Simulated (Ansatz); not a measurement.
**What do other settings change for C(100)/AlN(10-10) interface (192 atoms)?**

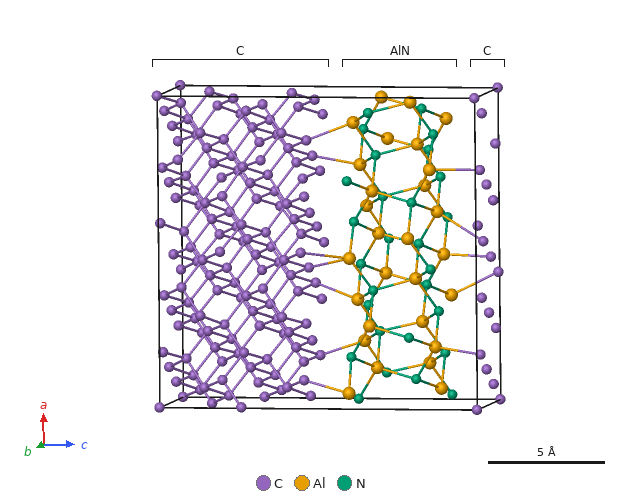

The cell (carbon purple, aluminium orange, nitrogen teal). Bonds to atoms that aren't drawn are left out. Some periodic images of atoms are drawn too.

The cell holds 192 atoms: 136 C, 28 Al and 28 N. Cell: a = 13.619 Å, b = 7.974 Å, c = 13.873 Å, α = 90.0°, β = 90.0°, γ = 86.1°. It derives from C and AlN. Diamond-structure C(100), 4 repeat layers, 17 surface cells, strained +0.26 and -0.02 %; wurtzite AlN(10-10), 2 layers, 7 cells, -0.26 and +0.02 %; outer planes 1.98 Å apart and 2.06 Å at the second interface of the periodic stack; not relaxed, displaced by a Gaussian of 0.02 Å. Regions: C, 136 atoms (136 C); AlN, 56 atoms (28 Al and 28 N).

Geometry: as built.

Reference run: Kohn-Sham DFT, PBE, PAW (set soft_2), plane waves (Ansatz 0.2.0), cutoff 420 eV, k-mesh 3×5×3, fermi-dirac smearing of 0.05 eV.

| Quantity | Value |
| --- | --- |
| r.m.s. force component | 1.121 eV/Å |
| pressure | -5.127 GPa |
| spacing of highest filled and lowest empty level | 0.0007 eV |
| SCF cycles | 13 |
| time | 34 min on 8 threads of Arm Neoverse V1, shared host |

**Question.** The cell is repeated and solved at Γ. How do error, time and memory go?
- plane waves, 192 atoms (1×1×1)
- support functions, 192 atoms (1×1×1)
- plane waves, 384 atoms (1×2×1)
- support functions, 384 atoms (1×2×1)

Differences are against the typed cell on a 3×5×3 mesh, which samples like Γ on 8640 atoms (r.m.s. force component 1.12 eV/Å). Every repeated cell is solved at Γ, and forces are averaged over the copies of each atom. Hardware: 8 threads of Arm Neoverse V1, shared host.

```csv
atoms,repeats,basis,"Δ force, r.m.s. (meV/Å)",Δ energy (meV/atom),less plane waves of the same size (meV/atom),spread among copies (meV/Å),SCF cycles,time,host memory (GiB)
192,1×1×1,plane waves,56.6,2.67,-,-,10,15 s,2.4
192,1×1×1,support functions,56.7,-0.891,-3.6,-,14,1.7 min,4.7
384,1×2×1,plane waves,31.0,-1.27,-,0,13,1.8 min,7.3
384,1×2×1,support functions,31.1,-4.83,-3.6,0.14,13,4.6 min,7.6
```

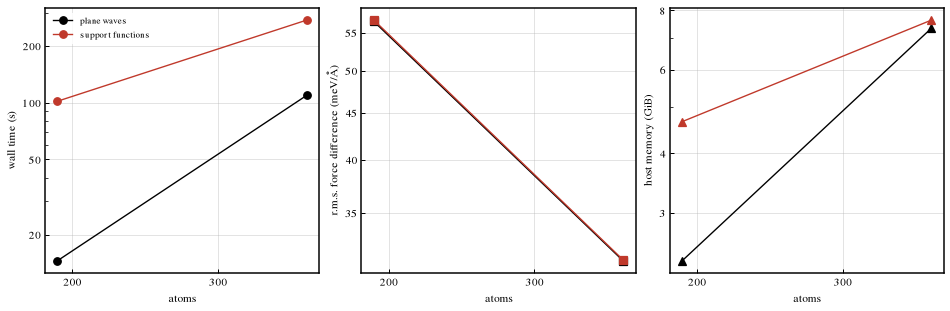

Time, error and memory against the number of atoms.

Repeating the cell at Γ samples more k-points: in plane waves the energy difference from the dense mesh goes from 2.67 meV/atom at 192 atoms to -1.27 at 384, and the force difference from 57 to 31 meV/Å. At equal size the support functions lie 3.6 meV/atom below plane waves, likely because their grid holds more waves than 420 eV; no run tests this. At the largest size the support functions' forces differ from the reference by 2.8 % of the r.m.s. force, which holds the difference of sampling between the two as well as that of the basis.

[Logs are printed without paths, hosts, clocks, repeated set-up lines and the standing remarks that a program may print on its own settings, such as how far it seeks lower states.]

[Hosts, paths, dates, database ids (printed as entryN), source tags and the programs' standing remarks are cut or masked in the printed files.]
